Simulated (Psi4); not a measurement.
# OF (Oxygen monofluoride): UDSD-PBEP86/aug-cc-pVTZ (density fitting for correlation)

What is the vertical electron affinity of OF (Oxygen monofluoride) at UDSD-PBEP86/aug-cc-pVTZ (density fitting for correlation)? 

The results are computed with Psi4 1.11.

## (1) The structure to begin with

OF: 2 atoms, total charge 0, spin state doublet. As SMILES, `[O]F`. Geometry: relaxed at PBE0-D4/def2-TZVP.

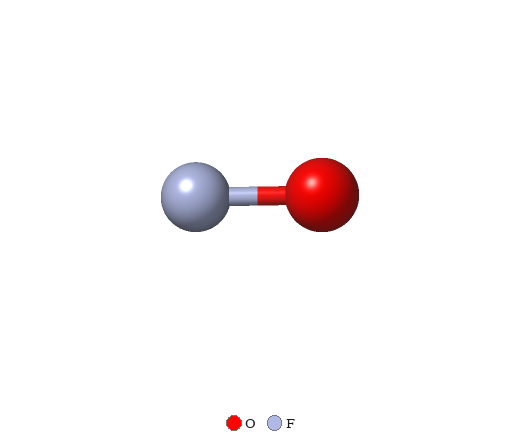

Viewed from a chosen angle; oxygen red, fluorine light blue.

## (2) The energy at UDSD-PBEP86/aug-cc-pVTZ (density fitting for correlation)

job.json

```json
{
 "schema_name": "qcschema_input",
 "schema_version": 1,
 "molecule": {
  "schema_name": "qcschema_molecule",
  "schema_version": 2,
  "symbols": ["O", "F"],
  "geometry": [0.0, 0.0, -0.03014113, 0.0, 0.0, 2.48385602],
  "molecular_charge": 0,
  "molecular_multiplicity": 2,
  "fix_symmetry": "c1",
  "fix_com": true,
  "fix_orientation": true
 },
 "driver": "energy",
 "model": {
  "method": "dsd-pbep86",
  "basis": "aug-cc-pVTZ"
 },
 "keywords": {
  "reference": "uks",
  "puream": true,
  "e_convergence": 1e-09,
  "d_convergence": 1e-08,
  "scf_type": "pk",
  "dft_radial_points": 99,
  "dft_spherical_points": 590,
  "num_frozen_docc": 2,
  "maxiter": 100
 }
}
```

Command:

```
$ psi4 --qcschema job.json -n 1 --memory 2200MB
```

stdout:

```text
[...]
  Running in c1 symmetry.
[...]
  Nuclear repulsion =   28.639650605809155
[...]
  Multiplicity = 2
[...]
  Nalpha       = 9
  Nbeta        = 8
[...]
    Number of basis functions: 92
[...]
   @UKS iter   1:  -174.43462619070706   -5.83069e-01   2.93687e-03 ADIIS/DIIS
[...]
   @UKS iter  14:  -174.47319674904637   -8.81073e-13   2.84471e-09 DIIS
[...]
   @S^2 Observed:                7.579619163E-01
[...]
    Orbital Energies [Eh]
    ---------------------
    Alpha Occupied:
       1A    -25.835985     2A    -20.255053     3A     -1.609867
       4A     -1.203277     5A     -0.748334     6A     -0.706848
       7A     -0.695714     8A     -0.559237     9A     -0.497373
    Alpha Virtual:
      10A      0.074278    11A      0.111234    12A      0.134264
      13A      0.140896    14A      0.177219    15A      0.216248
      16A      0.217440    17A      0.219992    18A      0.385278
      19A      0.561225    20A      0.561333    21A      0.688019
      22A      0.702834    23A      0.704875    24A      0.799264
      25A      0.834594    26A      0.844401    27A      0.907284
[...]
  @UKS Final Energy:  -174.47319674904637
   => Energetics <=
    Nuclear Repulsion Energy =             28.6396506058091553
    One-Electron Energy =                -299.0733504205048803
    Two-Electron Energy =                 101.3252435505987563
    DFT Exchange-Correlation Energy =      -5.3647404849494009
    Empirical Dispersion Energy =           0.0000000000000000
    VV10 Nonlocal Energy =                  0.0000000000000000
    Total Energy =                       -174.4731967490463660
[...]
 Multipole Moments:
 ------------------------------------------------------------------------------------
     Multipole            Electronic (a.u.)      Nuclear  (a.u.)        Total (a.u.)
 ------------------------------------------------------------------------------------
 L = 1.  Multiply by 2.5417464519 to convert [e a0] to [Debye]
 Dipole X            :          0.0000000            0.0000000            0.0000000
 Dipole Y            :          0.0000000            0.0000000            0.0000000
 Dipole Z            :        -22.2082725           22.1135751           -0.0946973
 Magnitude           :                                                    0.0946973
[...]
```

The result, in JSON:

```text
{
 "driver": "energy",
 "model": {
  "method": "dsd-pbep86",
  "basis": "aug-cc-pVTZ"
 },
 "success": true,
 "return_result": -174.71393524851587,
 "properties": {
  "calcinfo_nbasis": 92,
  "calcinfo_nmo": 92,
  "calcinfo_nalpha": 9,
  "calcinfo_nbeta": 8,
  "calcinfo_natom": 2,
  "nuclear_repulsion_energy": 28.639650605809155,
  "return_energy": -174.71393524851587,
  "scf_one_electron_energy": -299.0733504205049,
  "scf_two_electron_energy": 101.32524355059876,
  "scf_xc_energy": -5.364740484949401,
  "scf_dipole_moment": [1.1870102720772943e-15, 6.829116245597766e-16, -0.09469734470351199],
  "scf_total_energy": -174.47319674904637,
  "scf_iterations": 14
 }
}
```

It took 18 s on 1 thread of Intel Xeon at 2.50GHz (Skylake/Cascade Lake), shared host; peak memory 0.65 GiB.

## (3) The singlet anion

fo.xyz

```xyz
2
FO
O      0.000000     0.000000    -0.015950
F      0.000000     0.000000     1.314400
```

fo_ase.py

```python
import numpy as np
from ase.calculators.psi4 import Psi4
from ase.io import read

atoms = read('fo.xyz')
calc = Psi4(atoms=atoms, method='dsd-pbep86', basis='aug-cc-pVTZ', memory='2200MB', num_threads=1, charge=-1, multiplicity=1, label='fo', reference='rks')
calc.psi4.set_options({'puream': True, 'e_convergence': 1e-09, 'd_convergence': 1e-08, 'scf_type': 'pk', 'dft_radial_points': 99, 'dft_spherical_points': 590, 'num_frozen_docc': 2})
atoms.calc = calc

print(f'energy: {atoms.get_potential_energy():.6f} eV')
```

Command:

```
$ python fo_ase.py
```

fo.dat:

```text
[...]
  Running in c1 symmetry.
[...]
  Nuclear repulsion =   28.639650594384939
[...]
  Multiplicity = 1
[...]
  Nalpha       = 9
  Nbeta        = 9
[...]
    Number of basis functions: 92
[...]
   @RKS iter   1:  -174.42239622107633   -5.70839e-01   4.91750e-03 ADIIS/DIIS
[...]
   @RKS iter  10:  -174.51013778698649   -2.40448e-11   9.46661e-09 DIIS
[...]
    Orbital Energies [Eh]
    ---------------------
    Doubly Occupied:
       1A    -25.453533     2A    -19.758088     3A     -1.217723
       4A     -0.748658     5A     -0.330740     6A     -0.330740
       7A     -0.302918     8A     -0.062402     9A     -0.062402
[...]
  @RKS Final Energy:  -174.51013778698649
   => Energetics <=
    Nuclear Repulsion Energy =             28.6396505943849391
    One-Electron Energy =                -305.8602585202702357
    Two-Electron Energy =                 108.1795153012891291
    DFT Exchange-Correlation Energy =      -5.4690451623903416
    Empirical Dispersion Energy =           0.0000000000000000
    VV10 Nonlocal Energy =                  0.0000000000000000
    Total Energy =                       -174.5101377869864905
[...]
 Multipole Moments:
 ------------------------------------------------------------------------------------
     Multipole            Electronic (a.u.)      Nuclear  (a.u.)        Total (a.u.)
 ------------------------------------------------------------------------------------
 L = 1.  Multiply by 2.5417464519 to convert [e a0] to [Debye]
 Dipole X            :         -0.0000000            0.0000000           -0.0000000
 Dipole Y            :         -0.0000000            0.0000000           -0.0000000
 Dipole Z            :          1.3428249           -0.5771080            0.7657169
 Magnitude           :                                                    0.7657169
[...]
```

On the terminal:

```text
energy: -4755.989636 eV
```

It took 12 s on 1 thread of Intel Xeon at 2.50GHz (Skylake/Cascade Lake), shared host; peak memory 0.67 GiB.

## (4) Outcome

Level: UDSD-PBEP86/aug-cc-pVTZ (density fitting for correlation), 2 core orbitals frozen.

| quantity | value |
| --- | --- |
| doublet OF: total energy | -174.71394 Eh |
| doublet OF: HOMO energy (SCF part's orbitals) (highest over α and β) | -12.73 eV |
| doublet OF: LUMO energy (SCF part's orbitals) (lowest over α and β) | -0.70 eV |
| doublet OF: ⟨S²⟩ | 0.758 |
| singlet anion: total energy | -174.77940 Eh |
| singlet anion: HOMO energy (SCF part's orbitals) | -1.70 eV |
| singlet anion: LUMO energy (SCF part's orbitals) | 7.21 eV |
| singlet anion: HOMO–LUMO gap (to an unbound level, set by the basis) | 8.90 eV |
| vertical electron affinity (to the singlet anion) | 1.781 eV |

At fixed nuclei the extra electron is bound by 1.78 eV (172 kJ/mol).
